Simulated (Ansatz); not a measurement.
Start from PbSe in the rock salt structure (space group Fm-3m, No. 225; a = 6.102 Å). Axes: x, y, z lie along the cube axes.

It is then changed as follows: uniaxial strain ε_zz = +1.50 %, all other strain components held at zero; the atoms relax in the strained cell.

Method: PBEsol (Ansatz, a program for electronic structure, PAW, no spin-orbit coupling).

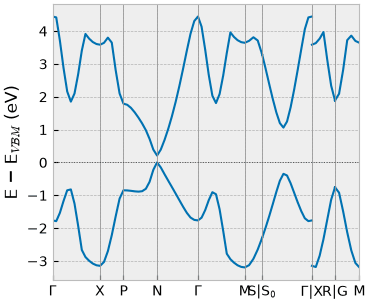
Figure. Highest valence and lowest conduction band along the path of the changed cell's own zone

Question: From the figure, how large is the changed gap, and is it direct?

Answer: About 0.2 eV, direct at N.

Spin-orbit coupling, missing from the scalar runs, can matter with Pb. Whether these cells are dynamically stable was not tested. A zero or small gap of PbSe can be the functional's error rather than a property of the material. k-point labels follow each cell's own Brillouin zone.
